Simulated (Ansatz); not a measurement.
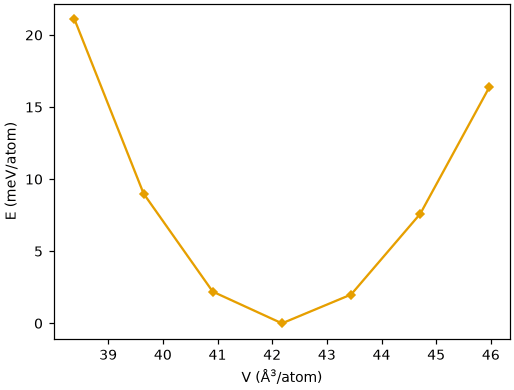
Ca (fcc (Cu type), space group No. 225) under volume change, plane-wave PAW PBE (Ansatz code), scaled uniformly.

Task: What does a third-order Birch–Murnaghan fit give for V₀, B₀ and B′?

Result: V₀ = 42.18 Å³/atom, B₀ = 17.4 GPa, B′ = 3.2.

Space group Fm-3m (fcc (Cu type)). The cell was relaxed with PBE under the symmetry of its start.

Potentials: the later of the program's two PAW sets.
